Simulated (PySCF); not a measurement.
The calculation's input:

```
{"job": {"kind": "nmr", "xc": "PBE0", "basis": "pcSseg-1"}, "charge": 0, "multiplicity": 1}
B     -2.086050     2.009952     1.125839
C     -0.883438     1.064311     0.985849
C     -0.829246    -0.027268     0.196899
C     -1.825814    -0.619263    -0.684838
C     -1.209624    -1.697558    -1.207123
Si     0.411721    -1.411371    -0.281866
S      2.075076    -0.876148    -1.531701
C      3.089404     0.003826    -0.298662
H     -1.991210     2.965392     1.796369
H     -3.093171     1.794646     0.572434
H      0.019355     1.278648     1.552466
H     -2.824321    -0.256281    -0.861721
H     -1.616330    -2.410570    -1.902707
H      0.876051    -2.331544     0.753149
H      3.346826    -0.667138     0.514766
H      2.544531     0.865736     0.072025
H      3.989242     0.326660    -0.811089
```

Command:

```sh
OMP_NUM_THREADS=1 python probes_run.py task.json out
```

Geometry: GFN2-xTB.

All numbers below come from PBE0/pcSseg-1, SCF density, gas phase, non-relativistic (PySCF).

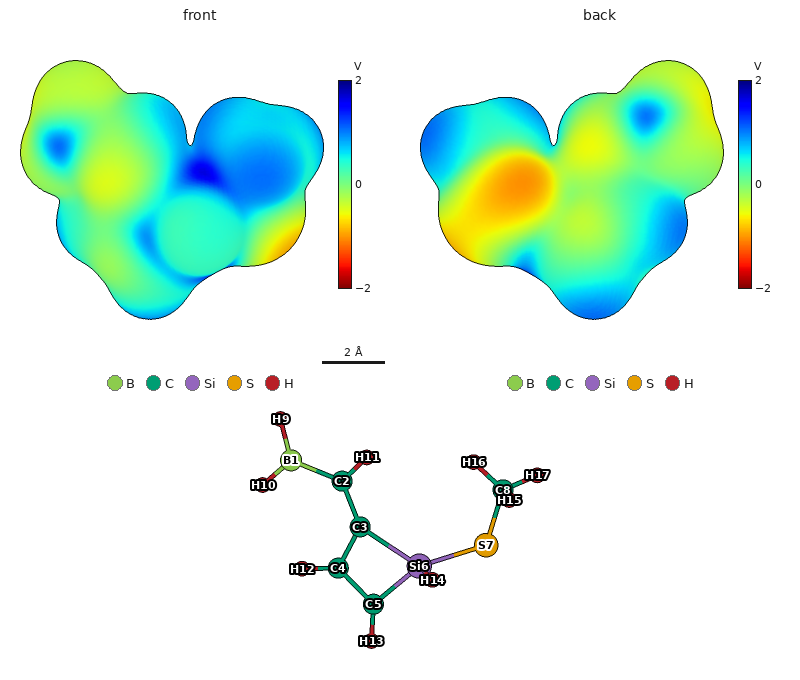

C₅H₉BSSi. The molecular electrostatic potential painted on the density surface at 0.002 e/bohr³, seen from the front and from behind; the colour scale runs from red (negative) to blue (positive). The bare structure is drawn below in the same view.

Question: Describe the electrostatic potential map.

Answer: The most negative region (about −1.0 V) lies over S7, the most positive (about +1.5 V) over Si6.
